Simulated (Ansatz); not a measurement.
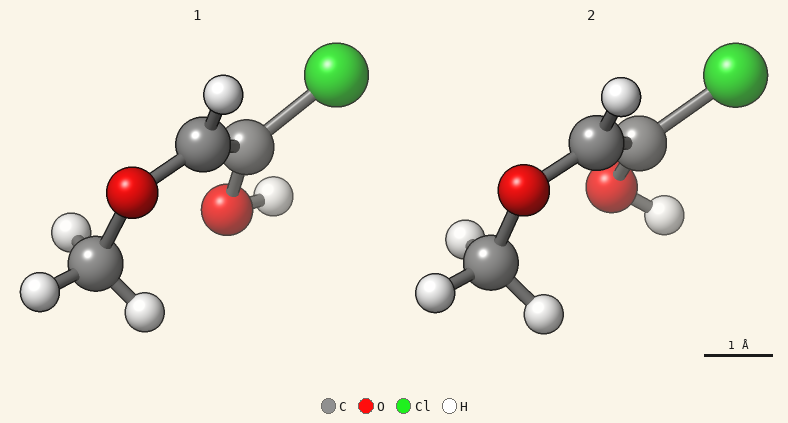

Two geometries of C3H5ClO2 (coarse preliminary run), drawn at one scale. One is the start of a relaxation, the other its converged end. Style: ball-and-stick. Shown from a free direction.

All numbers below come from RKS PBE-D4/def2-SVP in Ansatz. Set-up: force threshold 0.03 eV/Å; at most 200 steps.

Q: Which of the two is the end point?

A: Structure 2 is the relaxed one. The start comes from a force field. After 12 accepted moves (15 points after the start) the energy has fallen by 10.3 kcal/mol. Largest force component: 3.4 eV/Å at the start, 0.0083 eV/Å at the end. The line search rejected the trial steps at points 9, 12, 14 of the run. An O atom moves most after the best rigid fit: 0.40 Å. Largest moves by element: O 0.40 Å, H 0.31 Å, Cl 0.10 Å, C 0.07 Å. Some distances before and after: C–H 1.040 → 1.112 Å, C–C 1.419 → 1.358 Å, C–O 1.481 → 1.421 Å, C–H 1.061 → 1.110 Å. Bond angles that change, for instance: C–O–H 101.3° → 108.1°, H–C–H 114.1° → 108.4°, O–C–Cl 120.2° → 115.1°. Groups turn about C–O by about 45°.
